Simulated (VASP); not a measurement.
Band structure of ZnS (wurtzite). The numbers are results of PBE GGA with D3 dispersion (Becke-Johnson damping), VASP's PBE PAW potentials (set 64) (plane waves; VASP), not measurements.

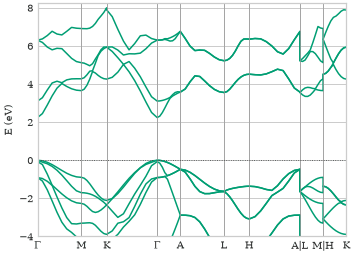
*Bands along high-symmetry lines, zero at the valence-band maximum or, without a gap, the Fermi level*

### Question
Read the plot: is there a gap, and where are the band edges?

### Answer
The gap is direct, 2.24 eV, from the valence maximum at Γ to the conduction minimum at Γ. (Edges off the drawn lines would not show.)

Measured: gap 3.91 eV (computed value off by -1.67 eV), as given by Mehmet Aras et al., The Journal of Chemical Physics (2014), arXiv:1312.4272.

The compound is ZnS in the wurtzite structure, the high-temperature form. It was relaxed first.
